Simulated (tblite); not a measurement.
## Geometry relaxation of C₃H₈GeNO₂ (charge −1) (part 3 of 3)

C₃H₈GeNO₂, charge −1, SMILES C[N](C)[GeH2][C](=O)[O-]; GFN2-xTB geometry optimisation, gas phase (tblite 0.8.0). It belongs to a series of runs on one base structure; here: H on Ge replaced by COO-.

Geometry of the input (Å):
```
C  -1.3452  -1.0767  0.3509
N  -0.8042  0.0405  -0.3760
C  -0.9449  1.2266  0.4133
Ge 0.8568  -0.2242  -1.0963
C  2.3236  0.1547  0.1042
O  2.3918  1.2342  0.7494
O  3.3234  -0.8189  0.1984
H  -2.4405  -0.8505  0.4658
H  -0.9068  -1.1333  1.3619
H  -1.2685  -2.0096  -0.2100
H  -0.9587  2.1439  -0.2184
H  -1.9633  1.1543  0.8986
H  -0.2412  1.3239  1.2658
H  1.0236  0.5724  -2.4285
H  0.9497  -1.7293  -1.5009
```

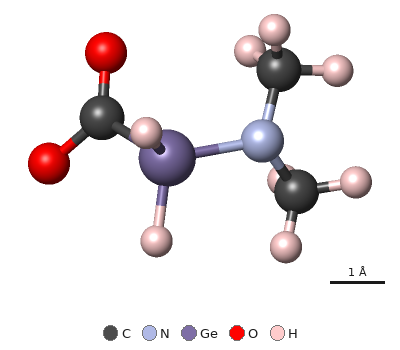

The starting structure (ball-and-stick view, seen at a tilt). Sticks mark near contacts.

Key numbers

- outcome: converged
- total energy: −645.7197 eV
- hardware: 1 CPU thread, shared host
- wall time: 0.6 s
- peak memory: 0.18 GiB
